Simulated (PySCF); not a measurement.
# C₈H₁₀O (SMILES COC1C=CC=CC=C1): what the fields show

```json
{"atom": "C", "x (Å)": "-2.9482", "y (Å)": "-0.1821", "z (Å)": "0.3132"}
{"atom": "O", "x (Å)": "-1.9331", "y (Å)": "-0.4313", "z (Å)": "-0.6209"}
{"atom": "C", "x (Å)": "-0.6230", "y (Å)": "-0.1291", "z (Å)": "-0.1748"}
{"atom": "C", "x (Å)": "0.0510", "y (Å)": "0.8581", "z (Å)": "-1.0820"}
{"atom": "C", "x (Å)": "1.2112", "y (Å)": "1.4378", "z (Å)": "-0.7533"}
{"atom": "C", "x (Å)": "2.0199", "y (Å)": "1.0741", "z (Å)": "0.3752"}
{"atom": "C", "x (Å)": "2.1478", "y (Å)": "-0.1839", "z (Å)": "0.8525"}
{"atom": "C", "x (Å)": "1.4929", "y (Å)": "-1.3347", "z (Å)": "0.2986"}
{"atom": "C", "x (Å)": "0.2733", "y (Å)": "-1.3302", "z (Å)": "-0.2517"}
{"atom": "H", "x (Å)": "-2.9904", "y (Å)": "0.8782", "z (Å)": "0.5924"}
{"atom": "H", "x (Å)": "-2.8190", "y (Å)": "-0.7831", "z (Å)": "1.2220"}
{"atom": "H", "x (Å)": "-3.8827", "y (Å)": "-0.4620", "z (Å)": "-0.1708"}
{"atom": "H", "x (Å)": "-0.6358", "y (Å)": "0.2603", "z (Å)": "0.8548"}
{"atom": "H", "x (Å)": "-0.4621", "y (Å)": "1.0810", "z (Å)": "-2.0050"}
{"atom": "H", "x (Å)": "1.6042", "y (Å)": "2.2242", "z (Å)": "-1.3847"}
{"atom": "H", "x (Å)": "2.6693", "y (Å)": "1.8453", "z (Å)": "0.7702"}
{"atom": "H", "x (Å)": "2.8949", "y (Å)": "-0.3750", "z (Å)": "1.6125"}
{"atom": "H", "x (Å)": "2.0594", "y (Å)": "-2.2568", "z (Å)": "0.3154"}
{"atom": "H", "x (Å)": "-0.1298", "y (Å)": "-2.1906", "z (Å)": "-0.7637"}
```

Geometry: GFN2-xTB.

The calculation used PBE0/pcSseg-1, SCF density, gas phase, non-relativistic in PySCF 2.14.0.

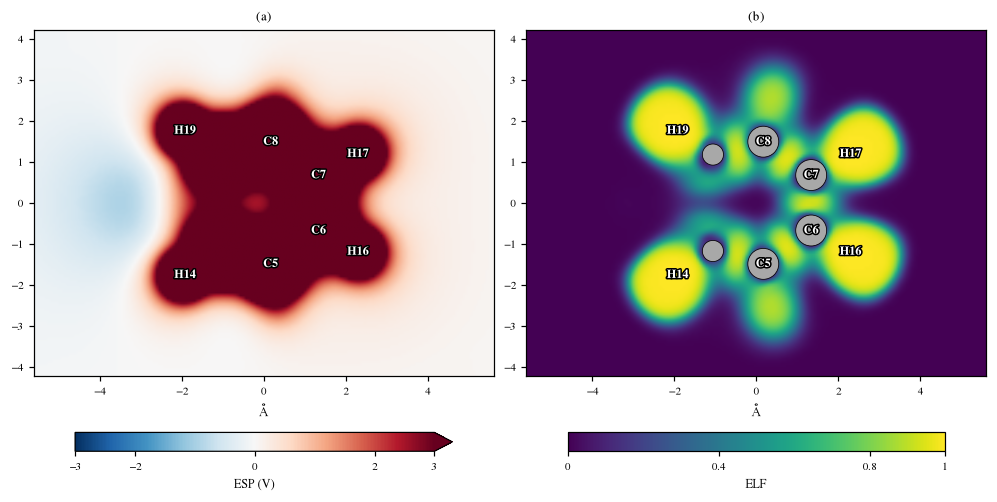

Figure 1. (a) molecular electrostatic potential; (b) electron localisation function on the plane of atoms C6, C7 and H17. Grey discs cover the atomic cores in the ELF map.

> Read the bonding off the picture.

- The section cuts through C and H sites.
- C–C (1.35 Å): the ELF peaks at about 0.95 between the atoms; a covalent bond.
- C–H (1.08 Å): the ELF climbs to about 1 towards the hydrogen, as it does in any bond to H; an ordinary covalent bond to hydrogen.
- C–C (1.44 Å): the ELF peaks at about 0.95 between the atoms: a covalent bond.
- Outside the dense part of the molecule the potential is most negative (−0.9 V) near O2, which lies off the plane.

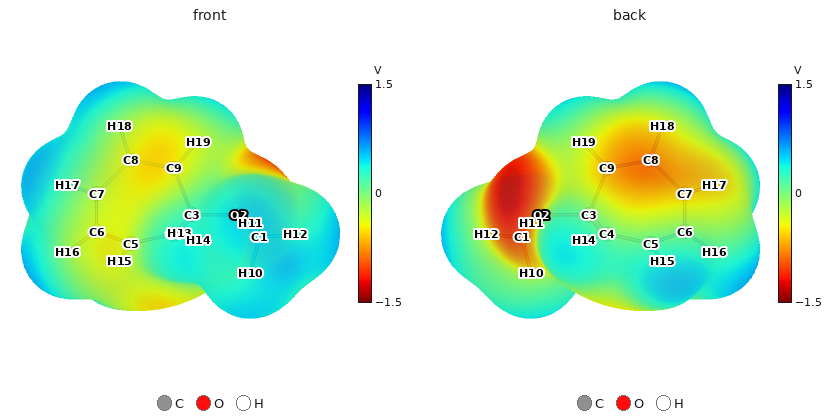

Figure 2. The electrostatic potential painted on the density surface at 0.001 e/bohr³, seen from the front and from behind; red is negative and blue positive.

> Describe the electrostatic potential map.

The most negative region (about −1.3 V) lies over O2, the most positive (about +0.6 V) over the C and H atoms. O2 is the likeliest acceptor of a hydrogen bond.

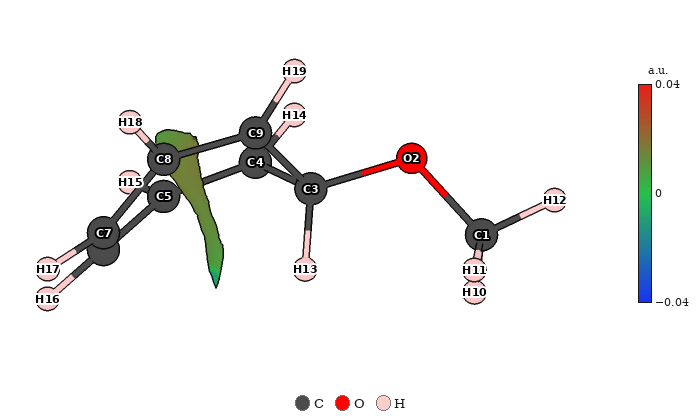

Figure 3. Non-covalent interaction (NCI) plot: the surface where the reduced density gradient is 0.5, for densities under 0.05 a.u., coloured by sign(λ₂)ρ; seen from one side.

> Which non-covalent interactions does the plot reveal?

Between C3 and H13 on one side and C7 and C6 on the other: a weak contact (green).
